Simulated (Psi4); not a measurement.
# Property calculation of GaN2H5O (part 2 of 2)

The same run, continued: GaN2H5O, SMILES [NH2][Ga]([NH2])[OH]; PBE0/def2-TZVPP, RKS, dispersion D4 (Psi4 1.11). The geometry was optimised with PBE0/def2-TZVP.

Geometry of the input (Å):
```
N  0.0162  1.5736  -0.9230
Ga 0.1973  0.0385  0.0266
N  -1.1917  -1.0694  0.4255
O  1.8604  -0.3358  0.5673
H  0.7593  2.2525  -0.8940
H  -0.8790  2.0243  -1.0111
H  -1.0219  -2.0224  0.7017
H  -2.0597  -0.9986  -0.0795
H  1.9474  -1.1679  1.0343
```

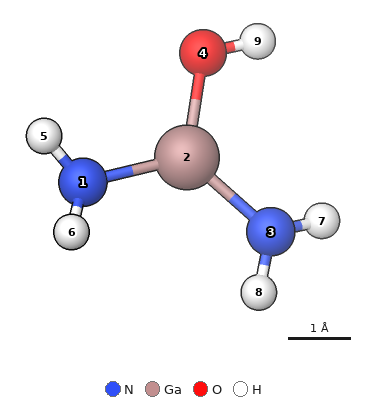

The input geometry (ball-and-stick view, seen at a tilt; atoms are numbered from 1 in the order of the input). Sticks mark near contacts.

Log, continued
```
      30A     -0.004493    31A      0.036877    32A      0.051549
      33A      0.062192    34A      0.100655    35A      0.111208
      36A      0.124408    37A      0.155984    38A      0.174939
      39A      0.221523    40A      0.246393    41A      0.252241
      42A      0.255082    43A      0.273269    44A      0.275918
      45A      0.285939    46A      0.365493    47A      0.388695
      48A      0.417257    49A      0.432930    50A      0.446795
      51A      0.457979    52A      0.474397    53A      0.486851
      54A      0.489832    55A      0.511480    56A      0.526662
      57A      0.528267    58A      0.549685    59A      0.575091
      60A      0.599925    61A      0.604632    62A      0.643644
      63A      0.681011    64A      0.720543    65A      0.733112
      66A      0.787096    67A      0.837598    68A      0.866082
      69A      0.873243    70A      0.903693    71A      0.919535
      72A      0.925112    73A      0.940964    74A      0.976596
      75A      1.000483    76A      1.012103    77A      1.025542
      78A      1.040675    79A      1.066730    80A      1.087741
      81A      1.129970    82A      1.136361    83A      1.187341
      84A      1.209479    85A      1.231259    86A      1.243093
      87A      1.294197    88A      1.300696    89A      1.326739
      90A      1.345844    91A      1.404527    92A      1.512549
      93A      1.553566    94A      1.562892    95A      1.571938
      96A      1.624637    97A      1.665702    98A      1.677960
      99A      1.702136   100A      1.756386   101A      1.824802
     102A      1.856228   103A      1.954715   104A      1.977048
     105A      1.999215   106A      2.113131   107A      2.178691
     108A      2.197558   109A      2.207042   110A      2.230294
     111A      2.332854   112A      2.336892   113A      2.375526
     114A      2.408091   115A      2.409593   116A      2.466047
     117A      2.486875   118A      2.576132   119A      2.606391
     120A      2.674287   121A      2.756602   122A      2.880403
     123A      2.910760   124A      2.968873   125A      2.995262
     126A      3.015987   127A      3.185772   128A      3.220457
     129A      3.245509   130A      3.263810   131A      3.279590
     132A      3.281418   133A      3.292142   134A      3.311606
     135A      3.338270   136A      3.343143   137A      3.356904
     138A      3.371235   139A      3.385457   140A      3.457864
     141A      3.490504   142A      3.606765   143A      3.636229
     144A      3.654351   145A      3.670349   146A      3.695951
     147A      3.798430   148A      3.831458   149A      3.848182
     150A      3.885444   151A      3.899180   152A      3.910494
     153A      3.947574   154A      3.973451   155A      4.014019
     156A      4.042636   157A      4.080687   158A      4.098811
     159A      4.131218   160A      4.134827   161A      4.218011
     162A      4.277416   163A      4.282634   164A      4.290272
     165A      4.320913   166A      4.350462   167A      4.480002
     168A      4.506477   169A      4.521697   170A      4.572140
     171A      4.624352   172A      4.639043   173A      4.779927
     174A      4.797654   175A      4.835939   176A      4.841025
     177A      4.953535   178A      4.998116   179A      5.039903
     180A      5.230947   181A      5.271337   182A      5.423048
     183A      5.439441   184A      5.482698   185A      5.493867
     186A      5.546372   187A      5.567303   188A      5.605855
     189A      5.623045   190A      5.692848   191A      5.712125
     192A      5.746981   193A      5.755409   194A      6.064610
     195A      6.089040   196A      6.119365   197A      6.449030
     198A      6.467551   199A      6.477678   200A      6.515746
     201A      6.540068   202A      6.570984   203A      6.622978
     204A      6.688324   205A      6.690720   206A      6.914614
     207A      7.268606   208A      7.450418   209A     32.563804
     210A     32.663723   211A     43.783282

    Final Occupation by Irrep:
              A
    DOCC [    29 ]
    NA   [    29 ]
    NB   [    29 ]

  @DF-RKS Final Energy: -2112.29465027262950

   => Energetics <=

    Nuclear Repulsion Energy =            292.0701413613419959
    One-Electron Energy =               -3523.4291289051529930
    Two-Electron Energy =                1193.9055764655583971
    DFT Exchange-Correlation Energy =     -74.8364557878952894
    Empirical Dispersion Energy =          -0.0047834064814946
    VV10 Nonlocal Energy =                  0.0000000000000000
    Total Energy =                      -2112.2946502726294966

Computation Completed

Properties will be evaluated at   0.000000,   0.000000,   0.000000 [a0]

Properties computed using the SCF density matrix

 Multipole Moments:

 ------------------------------------------------------------------------------------
     Multipole            Electronic (a.u.)      Nuclear  (a.u.)        Total (a.u.)
 ------------------------------------------------------------------------------------

 L = 1.  Multiply by 2.5417464519 to convert [e a0] to [Debye]
 Dipole X            :          1.3979759           -2.0508121           -0.6528362
 Dipole Y            :         -0.1915369           -0.1027154           -0.2942523
 Dipole Z            :          0.3795659           -0.3448265            0.0347393
 Magnitude           :                                                    0.7169284

 ------------------------------------------------------------------------------------

	total time  =         15 seconds =       0.25 minutes

Properties will be evaluated at   0.000000,   0.000000,   0.000000 [a0]
OEProp: No title given, name of density matrix used for the following properties is 'SCF density'

 Multipole Moments:

 ------------------------------------------------------------------------------------
     Multipole            Electronic (a.u.)      Nuclear  (a.u.)        Total (a.u.)
 ------------------------------------------------------------------------------------

 L = 1.  Multiply by 2.5417464519 to convert [e a0] to [Debye]
 Dipole X            :          1.3979759           -2.0508121           -0.6528362
 Dipole Y            :         -0.1915369           -0.1027154           -0.2942523
 Dipole Z            :          0.3795659           -0.3448265            0.0347393
 Magnitude           :                                                    0.7169284

 ------------------------------------------------------------------------------------
  Mulliken Charges: (a.u.)
   Center  Symbol    Alpha    Beta     Spin     Total
       1     N     3.72523  3.72523  0.00000 -0.45045
       2    GA    15.22392 15.22392  0.00000  0.55215
       3     N     3.72255  3.72255  0.00000 -0.44511
       4     O     4.22119  4.22119  0.00000 -0.44238
       5     H     0.41904  0.41904  0.00000  0.16193
       6     H     0.42629  0.42629  0.00000  0.14742
       7     H     0.42594  0.42594  0.00000  0.14811
       8     H     0.42413  0.42413  0.00000  0.15175
       9     H     0.41171  0.41171  0.00000  0.17658

   Total alpha = 29.00000, Total beta = 29.00000, Total charge = -0.00000

  Lowdin Charges: (a.u.)
   Center  Symbol    Alpha    Beta     Spin     Total
       1     N     3.45295  3.45295  0.00000  0.09411
       2    GA    15.42107 15.42107  0.00000  0.15785
       3     N     3.45681  3.45681  0.00000  0.08638
       4     O     3.95580  3.95580  0.00000  0.08839
       5     H     0.53020  0.53020  0.00000 -0.06040
       6     H     0.53376  0.53376  0.00000 -0.06753
       7     H     0.53389  0.53389  0.00000 -0.06778
       8     H     0.53291  0.53291  0.00000 -0.06582
       9     H     0.58261  0.58261  0.00000 -0.16521

  Total alpha = 29.00000, Total beta = 29.00000, Total charge = -0.00000

  Wiberg Bond Indices using Orthogonal Lowdin Orbitals:

  Irrep: 1 Size: 9 x 9

                 1                   2                   3                   4                   5

    1     0.00000000000000     1.31685003842679     0.05059619479057     0.04267217152551     1.17103825630289
    2     1.31685003842679     0.00000000000000     1.30961510267408     1.40258239872944     0.15872079177862
    3     0.05059619479057     1.30961510267408     0.00000000000000     0.04606825005168     0.00635023615797
    4     0.04267217152551     1.40258239872944     0.04606825005168     0.00000000000000     0.00404447183610
    5     1.17103825630289     0.15872079177862     0.00635023615797     0.00404447183610     0.00000000000000
    6     1.18019675318473     0.15698973446279     0.00449058076055     0.00532551298612     0.13461717310593
    7     0.00656760347352     0.15616409191745     1.17913627751384     0.00482577118100     0.00122798689669
    8     0.00447531740109     0.15563713723044     1.17768019820527     0.00752611986031     0.00061096378282
    9     0.00676727388449     0.17791814246139     0.00657122835822     1.49186797926883     0.00065832174340

                 6                   7                   8                   9

    1     1.18019675318473     0.00656760347352     0.00447531740109     0.00676727388449
    2     0.15698973446279     0.15616409191745     0.15563713723044     0.17791814246139
    3     0.00449058076055     1.17913627751384     1.17768019820527     0.00657122835822
    4     0.00532551298612     0.00482577118100     0.00752611986031     1.49186797926883
    5     0.13461717310593     0.00122798689669     0.00061096378282     0.00065832174340
    6     0.00000000000000     0.00063844949297     0.00053161187290     0.00125628425008
    7     0.00063844949297     0.00000000000000     0.13582203705425     0.00090597621308
    8     0.00053161187290     0.13582203705425     0.00000000000000     0.00087310600676
    9     0.00125628425008     0.00090597621308     0.00087310600676     0.00000000000000

  Atomic Valences:

 #  #
 Irrep: 1
      1:    3.779163608989592
      2:    4.834477437681012
      3:    3.780508068512185
      4:    3.004912675438990
      5:    1.477268201604433
      6:    1.484046100116054
      7:    1.485288193742792
      8:    1.483156491413844
      9:    1.686818312186243

  Variable Map:
  ----------------------------------------------------------------------------
  "CURRENT ENERGY"                                  =>   -2112.294650272629
  "CURRENT REFERENCE ENERGY"                        =>   -2112.294650272629
  "DD SOLVATION ENERGY"                             =>       0.000000000000
  "DFT FUNCTIONAL TOTAL ENERGY"                     =>   -2112.289866866148
  "DFT TOTAL ENERGY"                                =>   -2112.294650272629
  "DFT VV10 ENERGY"                                 =>       0.000000000000
  "DFT XC ENERGY"                                   =>     -74.836455787895
  "DISPERSION CORRECTION ENERGY"                    =>      -0.004783406481
  "GRID ELECTRONS ALPHA"                            =>      29.000000108876
  "GRID ELECTRONS BETA"                             =>      29.000000108876
  "GRID ELECTRONS TOTAL"                            =>      58.000000217752
  "NUCLEAR REPULSION ENERGY"                        =>     292.070141361342
  "ONE-ELECTRON ENERGY"                             =>   -3523.429128905153
  "PBE0-D4(BJ,EEQ)ATM DISPERSION CORRECTION ENERGY" =>      -0.004783406481
  "PCM POLARIZATION ENERGY"                         =>       0.000000000000
  "PE ENERGY"                                       =>       0.000000000000
  "SCF ITERATION ENERGY"                            =>   -2112.294650272629
  "SCF ITERATIONS"                                  =>      10.000000000000
  "SCF TOTAL ENERGY"                                =>   -2112.294650272629
  "TWO-ELECTRON ENERGY"                             =>    1193.905576465558
  "XC GRID RADIAL POINTS"                           =>      99.000000000000
  "XC GRID SPHERICAL POINTS"                        =>     590.000000000000
  "XC GRID TOTAL POINTS"                            =>  500724.000000000000

  Array Variable Map:
  ----------------------------------------------------------------------------
  "CURRENT DIPOLE"                                  =>      -0.652836225407 ... 0.034739334340 1 by 3
  "DIPOLE"                                          =>      -0.652836225407 ... 0.034739334340 1 by 3
  "SCF DIPOLE"                                      =>      -0.652836225407 ... 0.034739334340 1 by 3
  "SCF TOTAL ENERGIES"                              =>   -2108.553046699950 ... -2112.294650272629 1 by 11

    Psi4 run time: 0:00:15.02
```

Summary

- outcome: converged
- total energy: −2112.294650 hartree
- dispersion energy: −0.004783 hartree
- basis functions: 211
- HOMO: −7.08 eV
- LUMO: −0.12 eV
- dipole moment: 1.82 D
- hardware: 2 threads of Intel Xeon (Sapphire Rapids), 32 GiB of memory available, shared host
- wall time: 17 s (CPU time 51 s)
- peak memory: 2.5 GiB
